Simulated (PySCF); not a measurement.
**F⁺: dipole response in def2-TZVPPD**

Aim: the static polarisability and the C₆ coefficient of F⁺, method by method.

The numbers are computed with PySCF 2.14.0 (unrestricted determinants in a Gaussian basis, no spin-orbit coupling in the energies), except any that are marked as measured or tabulated.

### 1 The atom as given

* Element: fluorine (Z = 9)
* Basis: def2-TZVPPD (6s4p3d1f, 40 functions)
* Hamiltonian: the non-relativistic Hamiltonian (point nucleus)
* State 1: F⁺: [He] 2s2 2p4, high-spin 3P determinant
* Methods: UHF, PBE, PBE0, wB97M-V, B3LYP

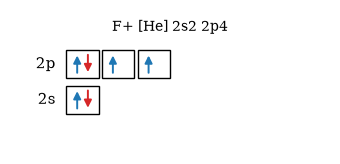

Occupation of the outer shells (arrows by Hund's rule).

One driver process ran all states and methods and kept the integrals in memory. Each run is shown as a PySCF script that sums up its settings (the driver passes frozen orbitals as a list and adds second-order terms of double hybrids); the logs are those of the runs themselves. The driver starts from symmetry-adapted Hartree-Fock orbitals, holds the occupation by maximum overlap and uses a logarithmic radial grid for functionals, so a plain start would take other cycles.

The integrals over 40 functions and the set-up took 0.1 s of CPU time.

### 2 F⁺, method by method

UHF:

Input file input.py:

```python
from pyscf import gto, scf, dft, mp, cc
import basis_set_exchange as bse
mol = gto.M(atom="F 0 0 0", charge=1, spin=2, symmetry="D2h",
            basis=gto.basis.parse(bse.get_basis("def2-TZVPPD", elements=["F"], fmt="nwchem")))
mf = scf.UHF(mol)
mf.irrep_nelec = {'Ag': (2, 2), 'B1u': (1, 0), 'B2u': (1, 1), 'B3u': (1, 0)}
mf.kernel()
```

Standard output:

```text
damping factor = 0
level_shift factor = 0
DIIS = <class 'pyscf.scf.diis.CDIIS'>
diis_start_cycle = 1
diis_space = 10
diis_damp = 0
SCF conv_tol = 1e-09
SCF conv_tol_grad = None
number electrons alpha = 5  beta = 3
cycle= 1 E= -98.8363712504541  delta_E= -0.00475  |g|= 0.0306  |ddm|= 0.0254
cycle= 2 E= -98.8365942604017  delta_E= -0.000223  |g|= 0.00692  |ddm|= 0.00632
cycle= 3 E= -98.8366077113976  delta_E= -1.35e-05  |g|= 0.000317  |ddm|= 0.00221
cycle= 4 E= -98.8366077816374  delta_E= -7.02e-08  |g|= 0.000108  |ddm|= 0.00024
cycle= 5 E= -98.8366077898522  delta_E= -8.21e-09  |g|= 2.04e-05  |ddm|= 9.54e-05
cycle= 6 E= -98.8366077900345  delta_E= -1.82e-10  |g|= 2.67e-06  |ddm|= 1.5e-05
converged SCF energy = -98.8366077900345  <S^2> = 2.0051619  2S+1 = 3.0034393
```

CPU time 0.66 s on a shared host, the integrals not counted.

The occupied shells:

```tsv
shell	electrons	mean orbital energy (eV)	spread (eV)	rms radius (bohr)
1s α	1	-739.96	0	0.204
1s β	1	-737.03	0	0.204
2s α	1	-65.310	0	1.06
2s β	1	-54.270	0	1.06
2p α	3	-40.722	3.300	1.09
2p β	1	-35.658	0	1.09
```

⟨S²⟩ = 2.005, ⟨L²⟩ = 2.01.

The driver then solved the coupled dipole response at imaginary frequencies: mean α = 1.693 bohr³ (xx, yy, zz: 1.763, 1.553, 1.763), C₆ = 3.040 au for a like pair.

PBE:

input.py, as changed from the run before:

```diff
@@ -4,3 +4,3 @@
             basis=gto.basis.parse(bse.get_basis("def2-TZVPPD", elements=["F"], fmt="nwchem")))
-mf = scf.UHF(mol)
+mf = dft.UKS(mol, xc="PBE")
 mf.irrep_nelec = {'Ag': (2, 2), 'B1u': (1, 0), 'B2u': (1, 1), 'B3u': (1, 0)}
```

Standard output:

```text
damping factor = 0
level_shift factor = 0
DIIS = <class 'pyscf.scf.diis.CDIIS'>
diis_start_cycle = 1
diis_space = 10
diis_damp = 0
SCF conv_tol = 1e-09
SCF conv_tol_grad = None
number electrons alpha = 5  beta = 3
XC functionals = PBE
    J. P. Perdew, K. Burke, and M. Ernzerhof.,  Phys. Rev. Lett. 77, 3865 (1996)
    J. P. Perdew, K. Burke, and M. Ernzerhof.,  Phys. Rev. Lett. 78, 1396 (1997)
    J. P. Perdew, K. Burke, and M. Ernzerhof.,  Phys. Rev. Lett. 77, 3865 (1996)
    J. P. Perdew, K. Burke, and M. Ernzerhof.,  Phys. Rev. Lett. 78, 1396 (1997)
cycle= 1 E= -99.0218104115311  delta_E= -0.00652  |g|= 0.0122  |ddm|= 0.0894
cycle= 2 E= -99.0218434710467  delta_E= -3.31e-05  |g|= 0.0071  |ddm|= 0.00858
cycle= 3 E= -99.0218560553698  delta_E= -1.26e-05  |g|= 0.00127  |ddm|= 0.0033
cycle= 4 E= -99.021856442691  delta_E= -3.87e-07  |g|= 4.75e-05  |ddm|= 0.000484
cycle= 5 E= -99.0218564434474  delta_E= -7.56e-10  |g|= 2.52e-06  |ddm|= 2.59e-05
converged SCF energy = -99.0218564434474  <S^2> = 2.0018707  2S+1 = 3.0012469
```

It used 1.6 s of CPU time after the integrals (shared host).

The driver then solved the coupled dipole response at imaginary frequencies: mean α = 1.870 bohr³ (xx, yy, zz: 1.911, 1.789, 1.911), C₆ = 3.455 au for a like pair.

PBE0:

input.py, as changed from the run before:

```diff
@@ -4,3 +4,3 @@
             basis=gto.basis.parse(bse.get_basis("def2-TZVPPD", elements=["F"], fmt="nwchem")))
-mf = dft.UKS(mol, xc="PBE")
+mf = dft.UKS(mol, xc="PBE0")
 mf.irrep_nelec = {'Ag': (2, 2), 'B1u': (1, 0), 'B2u': (1, 1), 'B3u': (1, 0)}
```

Standard output:

```text
damping factor = 0
level_shift factor = 0
DIIS = <class 'pyscf.scf.diis.CDIIS'>
diis_start_cycle = 1
diis_space = 10
diis_damp = 0
SCF conv_tol = 1e-09
SCF conv_tol_grad = None
number electrons alpha = 5  beta = 3
XC functionals = PBE0
    C. Adamo and V. Barone.,  J. Chem. Phys. 110, 6158 (1999)
    M. Ernzerhof and G. E. Scuseria.,  J. Chem. Phys. 110, 5029 (1999)
cycle= 1 E= -99.0359504256156  delta_E= -0.00482  |g|= 0.0127  |ddm|= 0.0586
cycle= 2 E= -99.0359957429059  delta_E= -4.53e-05  |g|= 0.00196  |ddm|= 0.00493
cycle= 3 E= -99.0359970917227  delta_E= -1.35e-06  |g|= 0.000583  |ddm|= 0.00113
cycle= 4 E= -99.0359971791593  delta_E= -8.74e-08  |g|= 0.0001  |ddm|= 0.000266
cycle= 5 E= -99.0359971827825  delta_E= -3.62e-09  |g|= 5.13e-06  |ddm|= 5.69e-05
cycle= 6 E= -99.0359971827938  delta_E= -1.14e-11  |g|= 2e-07  |ddm|= 3.6e-06
converged SCF energy = -99.0359971827938  <S^2> = 2.0023688  2S+1 = 3.0015788
```

CPU time 1.9 s on a shared host, the integrals not counted.

The driver then solved the coupled dipole response at imaginary frequencies: mean α = 1.805 bohr³ (xx, yy, zz: 1.855, 1.705, 1.855), C₆ = 3.303 au for a like pair.

wB97M-V:

input.py, as changed from the run before:

```diff
@@ -4,3 +4,3 @@
             basis=gto.basis.parse(bse.get_basis("def2-TZVPPD", elements=["F"], fmt="nwchem")))
-mf = dft.UKS(mol, xc="PBE0")
+mf = dft.UKS(mol, xc="WB97M_V")
 mf.irrep_nelec = {'Ag': (2, 2), 'B1u': (1, 0), 'B2u': (1, 1), 'B3u': (1, 0)}
```

Standard output:

```text
damping factor = 0
level_shift factor = 0
DIIS = <class 'pyscf.scf.diis.CDIIS'>
diis_start_cycle = 1
diis_space = 10
diis_damp = 0
SCF conv_tol = 1e-09
SCF conv_tol_grad = None
number electrons alpha = 5  beta = 3
XC functionals = WB97M_V
    N. Mardirossian and M. Head-Gordon.,  J. Chem. Phys. 144, 214110 (2016)
NLC functional = WB97M_V
cycle= 1 E= -99.1054343193622  delta_E= -0.00415  |g|= 0.0145  |ddm|= 0.0604
cycle= 2 E= -99.1054916674715  delta_E= -5.73e-05  |g|= 0.00231  |ddm|= 0.00628
cycle= 3 E= -99.1054936714181  delta_E= -2e-06  |g|= 0.000674  |ddm|= 0.0012
cycle= 4 E= -99.1054937934347  delta_E= -1.22e-07  |g|= 0.000119  |ddm|= 0.000307
cycle= 5 E= -99.1054938004693  delta_E= -7.03e-09  |g|= 8.77e-06  |ddm|= 8.38e-05
cycle= 6 E= -99.1054938005096  delta_E= -4.03e-11  |g|= 5.6e-07  |ddm|= 6.64e-06
converged SCF energy = -99.1054938005096  <S^2> = 2.0025082  2S+1 = 3.0016717
```

CPU time 4.7 s on a shared host, the integrals not counted.

The driver then solved the coupled dipole response at imaginary frequencies: mean α = 1.832 bohr³ (xx, yy, zz: 1.881, 1.734, 1.881), C₆ = 3.368 au for a like pair.

B3LYP:

input.py, as changed from the run before:

```diff
@@ -4,3 +4,3 @@
             basis=gto.basis.parse(bse.get_basis("def2-TZVPPD", elements=["F"], fmt="nwchem")))
-mf = dft.UKS(mol, xc="WB97M_V")
+mf = dft.UKS(mol, xc="B3LYP")
 mf.irrep_nelec = {'Ag': (2, 2), 'B1u': (1, 0), 'B2u': (1, 1), 'B3u': (1, 0)}
```

Standard output:

```text
damping factor = 0
level_shift factor = 0
DIIS = <class 'pyscf.scf.diis.CDIIS'>
diis_start_cycle = 1
diis_space = 10
diis_damp = 0
SCF conv_tol = 1e-09
SCF conv_tol_grad = None
number electrons alpha = 5  beta = 3
XC functionals = B3LYP
    P. J. Stephens, F. J. Devlin, C. F. Chabalowski, and M. J. Frisch.,  J. Phys. Chem. 98, 11623 (1994)
cycle= 1 E= -99.1197901777898  delta_E= -0.0057  |g|= 0.0105  |ddm|= 0.0813
cycle= 2 E= -99.1198188852116  delta_E= -2.87e-05  |g|= 0.00171  |ddm|= 0.00438
cycle= 3 E= -99.1198196681268  delta_E= -7.83e-07  |g|= 0.000824  |ddm|= 0.00104
cycle= 4 E= -99.1198198324939  delta_E= -1.64e-07  |g|= 7.75e-05  |ddm|= 0.000343
cycle= 5 E= -99.119819834599  delta_E= -2.11e-09  |g|= 5.71e-06  |ddm|= 4.36e-05
cycle= 6 E= -99.1198198346121  delta_E= -1.31e-11  |g|= 1.83e-07  |ddm|= 3.68e-06
converged SCF energy = -99.1198198346121  <S^2> = 2.0022099  2S+1 = 3.0014729
```

It used 1.9 s of CPU time after the integrals (shared host).

The driver then solved the coupled dipole response at imaginary frequencies: mean α = 1.817 bohr³ (xx, yy, zz: 1.862, 1.726, 1.862), C₆ = 3.328 au for a like pair.

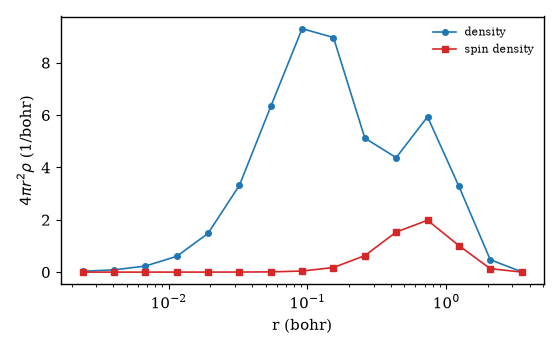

Radial density 4πr²ρ of F⁺ at UHF, at 15 stored radii joined by straight lines.

### 3 The response side by side

F⁺, in atomic units:

```tsv
method	mean α	C₆ (like pair)	S(−4)
UHF	1.693	3.040	1.270
PBE	1.870	3.455	1.583
PBE0	1.805	3.303	1.453
wB97M-V	1.832	3.368	1.494
B3LYP	1.817	3.328	1.470
```

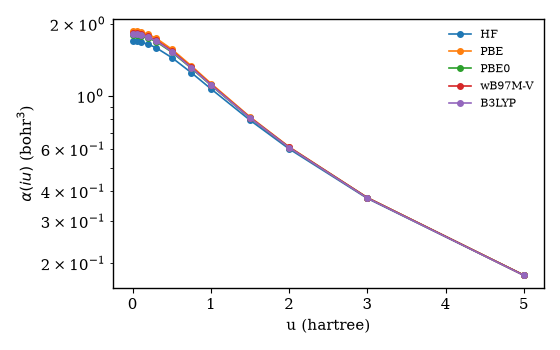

α(iu) of F⁺, the polarisability at imaginary frequency, on a logarithmic scale.

### 4 Summary of results

| quantity | value |
| --- | --- |
| α of F⁺ | 1.693 (UHF) to 1.870 (PBE) bohr³ |

What this shows: A single London oscillator with the computed α and C₆ of F⁺ at UHF would have ω = 4 C₆ / (3 α²) = 1.41 hartree. All values hold for this basis alone; no basis-set limit was taken.
